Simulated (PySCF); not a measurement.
# C2H6OSi (SMILES C=C[SiH2]O): levels of theory compared

Aim: a comparison of 5 runs (HF/def2-SVP, B3LYP/6-31G*, PBE0/pcseg-1, MP2/aug-cc-pVDZ) of C2H6OSi. 

The results are computed with PySCF 2.14.0.

### Step 1. The structure to begin with

C2H6OSi has 10 atoms, charge 0, and is taken as a singlet. As SMILES, `C=C[SiH2]O`. The coordinates come from a PBE0-D4/def2-TZVP relaxation. This is one conformer, not always the lowest.

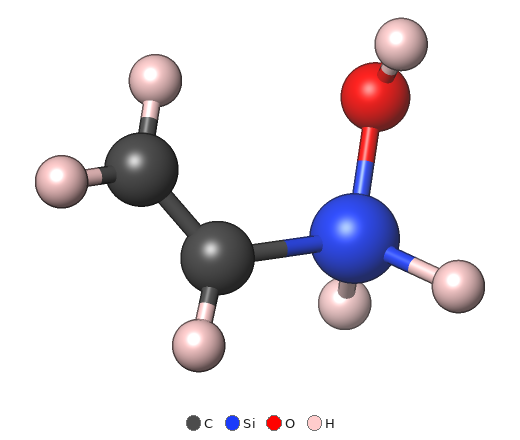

Viewed from a chosen angle; carbon dark grey, silicon blue, oxygen red, hydrogen pink.

### Step 2. Energy and gradient at HF/def2-SVP (run 1)

job.py reads:

```python
from pyscf import gto, scf

system = gto.Mole()
system.atom = [
    ('C', (0.469400, 1.339200, -0.818800)),
    ('C', (0.221400, 0.866200, 0.399700)),
    ('Si', (-0.462400, -0.834200, 0.700700)),
    ('O', (-0.544600, -1.704600, -0.697700)),
    ('H', (0.269300, 0.747200, -1.707800)),
    ('H', (0.873500, 2.333700, -0.985800)),
    ('H', (0.435100, 1.506700, 1.255300)),
    ('H', (0.393300, -1.520900, 1.710800)),
    ('H', (-1.852500, -0.765700, 1.214600)),
    ('H', (0.280700, -2.019000, -1.068100)),
]
system.max_memory = 1860
system.charge = 0
system.spin = 0
system.verbose = 3
system.basis = 'def2-svp'
system.build()

calc0 = scf.RHF(system)
calc0.conv_tol = 1e-10
calc0.kernel()
if not calc0.converged:
    calc0 = calc0.newton().run(calc0.mo_coeff, calc0.mo_occ)

energy = calc0.e_tot
print(f'total energy: {energy:.8f} hartree')
grad = calc0.nuc_grad_method().kernel()
calc0.analyze()
```

Command:

```sh
$ OMP_NUM_THREADS=1 python job.py
```

The log of the run:

```text
converged SCF energy = -442.835849623097
[... 19 lines left out ...]
MO #10  energy= -1.02942503695546  occ= 2
[... 15 lines left out ...]
MO #26  energy= 0.248016741689233  occ= 0
[... 15 lines left out ...]
MO #42  energy= 0.833311377152642  occ= 0
[... 15 lines left out ...]
MO #58  energy= 1.51959891515075   occ= 0
[... 15 lines left out ...]
MO #74  energy= 2.35429478700964   occ= 0
[... 15 lines left out ...]
MO #90  energy= 4.09986836915186   occ= 0
[... 11 lines left out ...]
Dipole moment(X, Y, Z, Debye):  1.72989,  0.51650, -0.29103
```

It took 9.9 s on 1 thread of Intel Xeon at 2.70GHz, shared host; peak memory 0.18 GiB.

### Step 3. Energy and gradient at B3LYP/6-31G(d) (spherical functions) (run 2)

calc.py reads:

```python
from pyscf import gto, dft

mol = gto.M(
    atom='''
C        0.469400       1.339200      -0.818800
C        0.221400       0.866200       0.399700
Si      -0.462400      -0.834200       0.700700
O       -0.544600      -1.704600      -0.697700
H        0.269300       0.747200      -1.707800
H        0.873500       2.333700      -0.985800
H        0.435100       1.506700       1.255300
H        0.393300      -1.520900       1.710800
H       -1.852500      -0.765700       1.214600
H        0.280700      -2.019000      -1.068100
''',
    spin=0,
    verbose=3,
    basis='6-31g*',
    max_memory=1860,
)

mf = dft.RKS(mol, xc='b3lyp')
mf.conv_tol = 1e-10
mf.grids.level = 5
mf.kernel()
if not mf.converged:
    mf = mf.newton().run(mf.mo_coeff, mf.mo_occ)

energy = mf.e_tot
print('E(%s) = %.9f' % ('B3LYP', energy))
grad = mf.nuc_grad_method().kernel()
mf.analyze()
```

Command:

```sh
$ OMP_NUM_THREADS=1 python calc.py
```

The log of the run:

```text
converged SCF energy = -444.542295328532
[... 16 lines left out ...]
MO #7   energy= -3.64561266949198  occ= 2
[... 12 lines left out ...]
MO #20  energy= -0.272945197826843 occ= 2
[... 12 lines left out ...]
MO #33  energy= 0.337205957048303  occ= 0
[... 12 lines left out ...]
MO #46  energy= 0.89372199330507   occ= 0
[... 12 lines left out ...]
MO #59  energy= 1.58488068044102   occ= 0
[... 12 lines left out ...]
MO #72  energy= 2.72341526835559   occ= 0
[... 11 lines left out ...]
Dipole moment(X, Y, Z, Debye):  1.64609,  0.43120, -0.28792
```

It took 28 s on 1 thread of Intel Xeon at 2.70GHz, shared host; peak memory 0.71 GiB.

Runs 3 to 4 aren't shown in full; the table further down has their settings and results.

### Step 4. Energy and forces at MP2/aug-cc-pVDZ (run 5)

input.py reads:

```python
# C=C[SiH2]O
import pyscf.grad
from pyscf import gto, scf, mp

mol = gto.M(
    atom='''
C    0.469400   1.339200  -0.818800
C    0.221400   0.866200   0.399700
Si  -0.462400  -0.834200   0.700700
O   -0.544600  -1.704600  -0.697700
H    0.269300   0.747200  -1.707800
H    0.873500   2.333700  -0.985800
H    0.435100   1.506700   1.255300
H    0.393300  -1.520900   1.710800
H   -1.852500  -0.765700   1.214600
H    0.280700  -2.019000  -1.068100
''',
    max_memory=1860,
    basis='aug-cc-pvdz',
    verbose=4,
)

hf = scf.RHF(mol)
hf.conv_tol = 1e-10
hf.kernel()
if not hf.converged:
    hf = hf.newton().run(hf.mo_coeff, hf.mo_occ)

pt = mp.MP2(hf, frozen=8).run()
e_final = pt.e_tot
print('E = %.10f Eh' % e_final)
grad = pt.Gradients().kernel()
hf.analyze()
```

Command:

```sh
$ OMP_NUM_THREADS=1 python input.py
```

The log of the run:

```text
PySCF version 2.14.0

[... 107 lines left out ...]
MO #15  energy= -0.573651930380371 occ= 2
[... 26 lines left out ...]
MO #42  energy= 0.242252371332447  occ= 0
[... 26 lines left out ...]
MO #69  energy= 0.580656929040413  occ= 0
[... 26 lines left out ...]
MO #96  energy= 1.11478255298913   occ= 0
[... 26 lines left out ...]
MO #123 energy= 2.04635603860721   occ= 0
[... 26 lines left out ...]
MO #150 energy= 4.24949910409709   occ= 0
[... 163 lines left out ...]
Dipole moment(X, Y, Z, Debye):  1.57232,  0.55753, -0.20790
```

It took 79 s on 1 thread of Intel Xeon at 2.70GHz, shared host; peak memory 1.9 GiB.

### Step 5. All runs side by side

```
run                               level  integration grid  Cartesian functions  energy (Eh)  dipole moment (D) of the reference  HOMO energy (eV)  LUMO energy (eV)  wall time
  1                         HF/def2-SVP                 –                   no  -442.835850                                1.83            -10.40              3.67      9.9 s
  2  B3LYP/6-31G* (spherical functions)                 5                   no  -444.542295                                1.73             -7.43             -0.14       28 s
  3  B3LYP/6-31G* (Cartesian functions)                 5                  yes  -444.546961                                1.73             -7.43             -0.15       27 s
  4                        PBE0/pcseg-1                 5                   no  -444.200870                                1.69             -7.98             -0.41       35 s
  5                     MP2/aug-cc-pVDZ                 –                   no  -443.647041                                1.68            -10.36              0.89       79 s
```

### Step 6. Summary of results

| quantity | value |
| --- | --- |
| run 5: total energy | -443.64704 Eh |
| run 5: dipole moment (Hartree–Fock density) | 1.68 D |
| run 5: HOMO energy (Hartree–Fock orbitals) | -10.36 eV |
| run 5: LUMO energy (Hartree–Fock orbitals) | 0.89 eV |
| run 5: HOMO–LUMO gap (Hartree–Fock orbitals) | 11.25 eV |
| run 5: correlation energy (8 core orbitals frozen) | -584.0 mEh |
| run 5: largest force on an atom | 1.588 eV/Å |

**Reading.** Over runs 1, 2, 3, 4 the dipole moment (its size) runs from 1.69 D (PBE0/pcseg-1) to 1.83 D (HF/def2-SVP). The two ends differ in method and basis. Over runs 1, 2, 3, 4 the HOMO–LUMO gap runs from 7.28 eV (B3LYP/6-31G*) to 14.07 eV (HF/def2-SVP). Totals of different functionals can't be ranked against each other. All runs together took 3 min, the longest 79 s.
